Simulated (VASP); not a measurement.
# Lattice of SnO (Romarchite) across functionals and dispersion corrections

How close do the usual functionals, with and without dispersion, come to the cell of SnO (Romarchite)? The levels: PBE, LDA, r2SCAN and PBE + D3(BJ). LASPH is on for some levels and off for others; the table marks which. The start is a cell from a database of measured crystal structures.

Method: PBE; plane waves and PAW (Sn_d, O), in the first sound run; inputs show where later runs differ, in VASP 6.6.1.

## Step 1: The starting structure

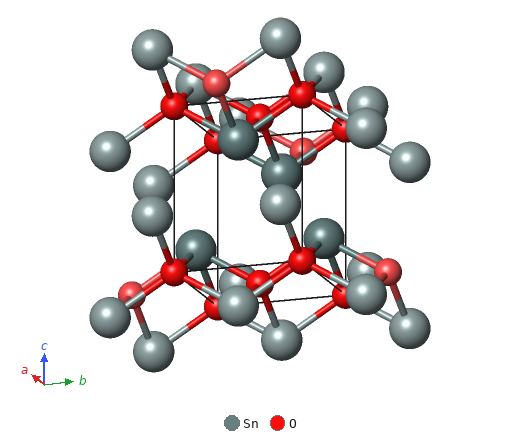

The starting structure, seen from a free direction (tin teal, oxygen red). Some periodic images of atoms are drawn too.

## Step 2: Relaxation with PBE

The start need not lie at this functional's minimum. ISIF = 3 frees volume, shape and positions, and EDIFFG sets the threshold on forces and stress at which the search stops. PBE, the usual starting point, adds the gradient of the density.

File INCAR:

```
SYSTEM = SnO
PREC = Accurate
ENCUT = 560
EDIFF = 1E-06
NELM = 100
ISMEAR = -1
SIGMA = 0.05
LREAL = .FALSE.
ALGO = Normal
GGA = PE
NBANDS = 26
LORBIT = 11
LWAVE = .FALSE.
LCHARG = .FALSE.
KPAR = 2
IBRION = 2
NSW = 60
ISIF = 3
EDIFFG = -0.01
```

File POSCAR:

```
SnO
1.0
    3.7986000000      0.0000000000      0.0000000000
    0.0000000000      3.7986000000      0.0000000000
    0.0000000000      0.0000000000      4.8408000000
Sn O
2 2
Direct
    0.5000000000      0.0000000000      0.2369000000
    0.0000000000      0.5000000000      0.7631000000
    0.0000000000      0.0000000000      0.0000000000
    0.5000000000      0.5000000000      0.0000000000
```

File KPOINTS:

```
Automatic mesh
0
Gamma
6 6 5
0 0 0
```

PAW data sets: Sn_d and O (PBE family, release 64).

Command:

```bash
> mpirun -np 2 vasp_std
```

What it wrote:

```text
[banner, memory and clock lines left out]
running    2 mpi-ranks, on    1 nodes
 distrk:  each k-point on    1 cores,    2 groups
 distr:  one band on    1 cores,    1 groups

 POSCAR found type information on POSCAR SnO
 POSCAR found :  2 types and       4 ions
 LDA part: xc-table for (Slater+PW92), standard interpolation
 POSCAR, INCAR and KPOINTS ok, starting setup
 FFT: planning ... GRIDC
 FFT: planning ... GRID_SOFT
 FFT: planning ... GRID
 WAVECAR not read
 entering main loop
       N       E                     dE             d eps       ncg     rms          rms(c)
DAV:   1     0.410238924383E+03    0.41024E+03   -0.21192E+04  1604   0.247E+03
DAV:   2     0.367021646718E+02   -0.37354E+03   -0.36328E+03  1624   0.559E+02
DAV:   3    -0.233113314913E+02   -0.60013E+02   -0.58751E+02  1776   0.192E+02
DAV:   4    -0.262825713693E+02   -0.29712E+01   -0.29553E+01  1906   0.443E+01
DAV:   5    -0.263453745325E+02   -0.62803E-01   -0.62764E-01  1810   0.706E+00    0.117E+01
DAV:   6    -0.226729160441E+02    0.36725E+01   -0.18428E+01  2544   0.479E+01    0.485E+00
DAV:   7    -0.226804747578E+02   -0.75587E-02   -0.20754E+00  1816   0.920E+00    0.252E+00
DAV:   8    -0.226728668085E+02    0.76079E-02   -0.34963E-01  2284   0.441E+00    0.867E-01
DAV:   9    -0.226616199646E+02    0.11247E-01   -0.74710E-02  2456   0.294E+00    0.246E-01
DAV:  10    -0.226631184447E+02   -0.14985E-02   -0.10757E-02  2288   0.978E-01    0.170E-01
DAV:  11    -0.226625795615E+02    0.53888E-03   -0.30652E-03  2394   0.564E-01    0.267E-02
DAV:  12    -0.226626422812E+02   -0.62720E-04   -0.50365E-04  1650   0.129E-01    0.457E-02
DAV:  13    -0.226626241477E+02    0.18133E-04   -0.87459E-05  2280   0.107E-01    0.484E-03
DAV:  14    -0.226626243427E+02   -0.19497E-06   -0.10389E-05  1748   0.198E-02    0.607E-03
DAV:  15    -0.226626245053E+02   -0.16260E-06   -0.51531E-07   914   0.621E-03
   1 F= -.22662625E+02 E0= -.22661730E+02  d E =-.226626E+02
 curvature:   0.00 expect dE= 0.000E+00 dE for cont linesearch  0.000E+00
 trial: gam= 0.00000 g(F)=  0.350E-01 g(S)=  0.174E+00 ort = 0.000E+00 (trialstep = 0.100E+01)
 search vector abs. value=  0.209E+00
 bond charge predicted
       N       E                     dE             d eps       ncg     rms          rms(c)
DAV:   1    -0.247459591320E+02   -0.20833E+01   -0.62522E+01  1972   0.127E+02    0.956E+00
DAV:   2    -0.230306250361E+02    0.17153E+01   -0.82448E+00  1866   0.288E+01    0.327E+00
DAV:   3    -0.227415126267E+02    0.28911E+00   -0.80243E-01  1904   0.131E+01    0.157E+00
DAV:   4    -0.226714397075E+02    0.70073E-01   -0.23217E-01  2270   0.687E+00    0.373E-01
DAV:   5    -0.226679424207E+02    0.34973E-02   -0.33256E-02  2070   0.168E+00    0.190E-01
DAV:   6    -0.226669226811E+02    0.10197E-02   -0.20635E-03  2058   0.450E-01    0.780E-02
DAV:   7    -0.226668962005E+02    0.26481E-04   -0.36504E-04  2232   0.182E-01    0.233E-02
DAV:   8    -0.226668897123E+02    0.64882E-05   -0.79057E-05  2168   0.713E-02    0.763E-03
DAV:   9    -0.226668918210E+02   -0.21087E-05   -0.91997E-06  1654   0.215E-02    0.397E-03
DAV:  10    -0.226668926881E+02   -0.86703E-06   -0.38371E-07   876   0.464E-03
   2 F= -.22666893E+02 E0= -.22666440E+02  d E =-.426818E-02
[... from here on, the cycles between the ionic steps are left out ...]
   3 F= -.22713357E+02 E0= -.22712707E+02  d E =-.507329E-01
   4 F= -.22713351E+02 E0= -.22712696E+02  d E =-.507264E-01
   5 F= -.22716891E+02 E0= -.22716458E+02  d E =-.354034E-02
   6 F= -.22718742E+02 E0= -.22718516E+02  d E =-.539071E-02
   7 F= -.22718754E+02 E0= -.22718541E+02  d E =-.540279E-02
   8 F= -.22719988E+02 E0= -.22719804E+02  d E =-.123393E-02
   9 F= -.22721113E+02 E0= -.22720960E+02  d E =-.235950E-02
  10 F= -.22722209E+02 E0= -.22722105E+02  d E =-.345511E-02
  11 F= -.22722927E+02 E0= -.22722831E+02  d E =-.718043E-03
  12 F= -.22723321E+02 E0= -.22723235E+02  d E =-.111260E-02
  13 F= -.22723333E+02 E0= -.22723248E+02  d E =-.112423E-02
  14 F= -.22723333E+02 E0= -.22723247E+02  d E =-.112379E-02
  15 F= -.22723372E+02 E0= -.22723288E+02  d E =-.392872E-04
 ZBRENT: can't locate minimum, use default step
 trial-energy change:   -0.000039  1 .order   -0.000041   -0.000046   -0.000037
 step:   1.6380(harm=  2.0821)  dis= 0.00215  next Energy=   -22.723450 (dE=-0.117E-03)
 bond charge predicted
       N       E                     dE             d eps       ncg     rms          rms(c)
DAV:   1    -0.227262837547E+02   -0.29115E-02   -0.12026E-01  1866   0.329E+00    0.337E-01
DAV:   2    -0.227240372909E+02    0.22465E-02   -0.91283E-03  1970   0.907E-01    0.151E-01
DAV:   3    -0.227235726344E+02    0.46466E-03   -0.10187E-03  1946   0.515E-01    0.749E-02
DAV:   4    -0.227234370484E+02    0.13559E-03   -0.29447E-04  2270   0.247E-01    0.195E-02
DAV:   5    -0.227234310874E+02    0.59610E-05   -0.82310E-05  2154   0.995E-02    0.908E-03
DAV:   6    -0.227234294260E+02    0.16614E-05   -0.90748E-06  1762   0.264E-02    0.293E-03
DAV:   7    -0.227234296534E+02   -0.22739E-06   -0.86575E-07   794   0.999E-03
  16 F= -.22723430E+02 E0= -.22723351E+02  d E =-.970643E-04
 curvature:  -3.97 expect dE=-0.190E-04 dE for cont linesearch -0.598E-06
 trial: gam= 0.00192 g(F)=  0.260E-06 g(S)=  0.454E-05 ort =-0.833E-05 (trialstep = 0.655E+00)
 search vector abs. value=  0.477E-05
 reached required accuracy - stopping structural energy minimisation
```

Run time: 1.8 min. Hardware: 2 MPI ranks of Intel Xeon 6975P-C (Granite Rapids), shared host; peak memory 0.42 GiB; 3.6 min of CPU time.

Lines that name or quote the potential files are left out of all logs, and their timing lines are given in words.

OUTCAR, selected parts (step 2):

```text
ion  position               nearest neighbor table
   1  0.500  0.000  0.237-   3 2.22   4 2.22   4 2.22   3 2.22   2 3.53   2 3.53   2 3.53   2 3.53
                             2 3.70   2 3.70   2 3.70   2 3.70
   2  0.000  0.500  0.763-   3 2.22   4 2.22   3 2.22   4 2.22   1 3.53   1 3.53   1 3.53   1 3.53
                             1 3.70   1 3.70   1 3.70   1 3.70
   3  0.000  0.000  0.000-   1 2.22   2 2.22   2 2.22   1 2.22
   4  0.500  0.500  0.000-   1 2.22   2 2.22   1 2.22   2 2.22

  LATTYP: Found a simple tetragonal cell.
 ALAT       =     3.7986000000
 C/A-ratio  =     1.2743642395

 Subroutine GETGRP returns: Found 16 space group operations
 (whereof  8 operations were pure point group operations)

The static configuration has the point symmetry D_2d.
 The point group associated with its full space group is D_4h.

 Found     30 irreducible k-points:

   k-points           NKPTS =     30   k-points in BZ     NKDIM =     30   number of bands    NBANDS=     26

   dimension x,y,z NGX =    30 NGY =   30 NGZ =   40
   dimension x,y,z NGXF=    60 NGYF=   60 NGZF=   80

   ENCUT  =  560.0 eV  41.16 Ry    6.42 a.u.   7.33  7.33  9.34*2*pi/ulx,y,z

   NELECT =      40.0000    total number of electrons

 k-points in reciprocal lattice and weights: Automatic mesh
   0.00000000  0.00000000  0.00000000       0.006
   0.16666667  0.00000000  0.00000000       0.022
   0.33333333  0.00000000  0.00000000       0.022
   0.50000000  0.00000000  0.00000000       0.011
   0.16666667  0.16666667  0.00000000       0.022
   0.33333333  0.16666667  0.00000000       0.044
   0.50000000  0.16666667  0.00000000       0.022
   0.33333333  0.33333333  0.00000000       0.022
   0.50000000  0.33333333  0.00000000       0.022
[...]
0.50000000  0.33333333  0.40000000       0.044
   0.50000000  0.50000000  0.40000000       0.011

 average (electrostatic) potential at core
       1-100.7598       2-100.7598       3 -69.5153       4 -69.5153

 E-fermi :   6.4226

 k-point     1 :       0.0000    0.0000    0.0000
  band No.  band energies     occupation
    ...
     16       0.3864      2.00000
     17       3.0475      2.00000
     18       3.3293      2.00000
     19       3.3293      2.00000
     20       6.2000      1.97695
     21       8.1314      0.00000
     22      10.3347      0.00000
     23      11.0598      0.00000
     24      11.0598      0.00000
     25      11.7444      0.00000
    ...

 k-point     2 :       0.1667    0.0000    0.0000
  band No.  band energies     occupation
    ...
     16       0.5579      2.00000
     17       2.6908      2.00000
     18       3.0977      2.00000
     19       3.1331      2.00000
     20       6.1278      1.99451
     21       8.8717      0.00000
     22       9.5761      0.00000
     23      10.9328      0.00000
     24      11.1183      0.00000
     25      11.2192      0.00000
    ...

 k-point     3 :       0.3333    0.0000    0.0000
  band No.  band energies     occupation
    ...
     16       1.0407      2.00000
     17       2.2358      2.00000
     18       2.4971      2.00000
     19       2.9895      2.00000
     20       5.2112      2.00000
     21       8.9992      0.00000
     22       9.6613      0.00000
     23      10.9347      0.00000
     24      11.6436      0.00000
     25      11.7555      0.00000
    ...

  Total        0.0135866      0.0135866     -0.0026288      0.0000000      0.0000000      0.0000000
  in kB        0.2887851      0.2887851     -0.0558751      0.0000000      0.0000000      0.0000000
  external PRESSURE =       0.1738984 kB  Pullay stress =       0.0000000 kB

  energy-cutoff  :      560.00
  volume of cell :       75.38
      direct lattice vectors                 reciprocal lattice vectors
     3.867551867  0.000000000  0.000000000     0.258561497  0.000000000  0.000000000
     0.000000000  3.867551867 -0.000000000     0.000000000  0.258561497 -0.000000000
     0.000000000  0.000000000  5.039349040     0.000000000  0.000000000  0.198438328

 POSITION                                       TOTAL-FORCE (eV/Angst)
 -----------------------------------------------------------------------------------
      1.93378      0.00000      1.16294        -0.000000     -0.000000     -0.001642
      0.00000      1.93378      3.87641        -0.000000      0.000000      0.001642
      0.00000      0.00000     -0.00000        -0.000000      0.000000      0.000000
      1.93378      1.93378     -0.00000         0.000000     -0.000000      0.000000
 -----------------------------------------------------------------------------------
    total drift:                                0.000000      0.000000      0.000000

  FREE ENERGIE OF THE ION-ELECTRON SYSTEM (eV)
  ---------------------------------------------------
  free  energy   TOTEN  =       -22.7234296534 eV

  energy  without entropy=      -22.7232727182  energy(sigma->0) =      -22.72335119

 reached required accuracy - stopping structural energy minimisation

 total charge
# of ion       s       p       d       tot
------------------------------------------
    1        1.267   0.755  10.059  12.081
    2        1.267   0.755  10.059  12.081
    3        1.576   3.417   0.000   4.993
    4        1.576   3.417   0.000   4.993
--------------------------------------------------
tot          5.685   8.345  20.118  34.148

[... 3 further parts left out ...]
```

The gap is read on the k-mesh alone, so it is an upper bound where the band edges lie off the mesh. The bonds form layers, held to each other by dispersion, which PBE lacks, so the spacing between them is unreliable. The run keeps the 16 symmetry operations of its start, so it cannot find a distortion of lower symmetry.

Step by step:

```csv
step,energy less that of the first step (eV),largest force (eV/Å),pressure (GPa),volume (Å³)
1,0.0000,0.6027,5.01,69.85
2,-0.0043,0.8980,-3.54,75.51
3,-0.0507,0.2068,0.27,72.64
4,-0.0507,0.1913,0.37,72.59
5,-0.0543,0.1190,0.26,73.03
6,-0.0561,0.0227,0.14,73.62
7,-0.0561,0.0138,0.13,73.67
8,-0.0574,0.0301,-0.03,73.99
9,-0.0585,0.0495,-0.18,74.38
10,-0.0596,0.0886,-0.45,75.17
11,-0.0603,0.0469,-0.21,75.17
12,-0.0607,0.0055,0.06,75.18
13,-0.0607,0.0165,0.09,75.18
14,-0.0607,0.0134,0.09,75.18
15,-0.0607,0.0104,0.08,75.23
16,-0.0608,0.0016,0.02,75.38
```

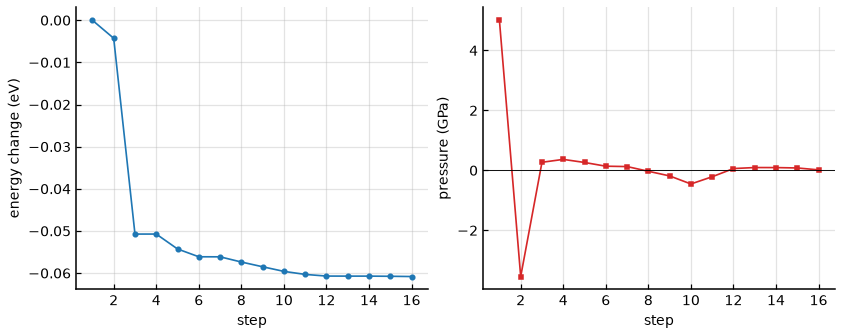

Energy and pressure along the relaxation.

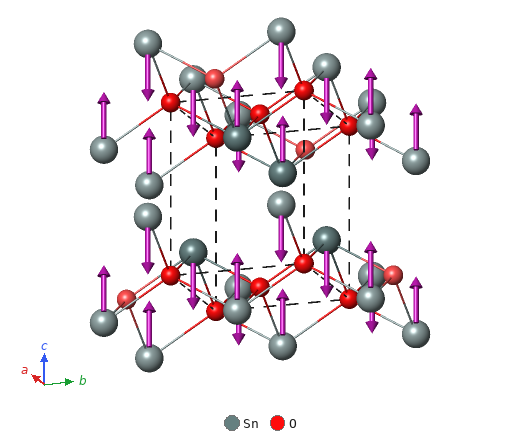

Displacements in the relaxation, exaggerated, measured against the changing cell; the longest in the cell stands for 0.03 Å. Some periodic images of atoms are drawn too.

```csv
"conventional cell, symmetrised",before,after,change
a (Å),3.799,3.868,+1.8 %
b (Å),3.799,3.868,+1.8 %
c (Å),4.841,5.039,+4.1 %
volume (Å³/atom),17.46,18.84,+7.9 %
```

The atoms that moved most (Å, as changes of fractional coordinates times the final cell):

```csv
atom,dx,dy,dz,length
Sn1,0.000,0.000,-0.031,0.031
Sn2,0.000,0.000,0.031,0.031
```

The relaxed structure:

```xyz
4
Lattice="3.8676 0.0000 0.0000 0.0000 3.8676 0.0000 0.0000 0.0000 5.0393" Properties=species:S:1:pos:R:3 pbc="T T T"
Sn    1.9338    0.0000    1.1629
Sn    0.0000    1.9338    3.8764
O     0.0000    0.0000    0.0000
O     1.9338    1.9338    0.0000
```

Numbers from this step:

| Property | Result |
| --- | --- |
| electrons | 40 |
| bands | 26 |
| irreducible k-points | 30 |
| symmetry operations | 16 |
| free energy (TOTEN) | -22.72 eV |
| energy at zero smearing | -22.72 eV |
| Fermi energy | 6.423 eV |
| pressure | 0.01739 GPa |
| metallic | no |
| valence top at k | 0, 0, 0 |
| conduction bottom at k | 0.5, 0.5, 0 |
| least direct gap at k | 0, 0, 0 |
| SCF cycles over all ionic steps | 117 |
| gap on the k-mesh | 0.4431 eV |
| least direct gap on the k-mesh | 1.931 eV |

It ends with a largest force of 0.002 eV/Å and a pressure of 0.02 GPa. The volume lies +7.9 % from that of the database's start. The conventional cell has a = 3.868 and c = 5.039 Å.

(Part 1 of 3 ends here.)

[Lines on the potential files, build, host, timing and source positions are cut from VASP's logs without a mark.]

[Logs are printed without paths, hosts, clocks, repeated set-up lines and the standing remarks that a program may print on its own settings, such as how far it seeks lower states.]

[Hosts, paths, dates, database ids (printed as entryN), source tags and the programs' standing remarks are cut or masked in the printed files.]

[A measured line is paired with the nearest computed mode of its activity, which favours agreement.]

[In band tables of VASP the shares of atoms and orbitals are scaled to a sum of 1 inside the atoms' spheres.]
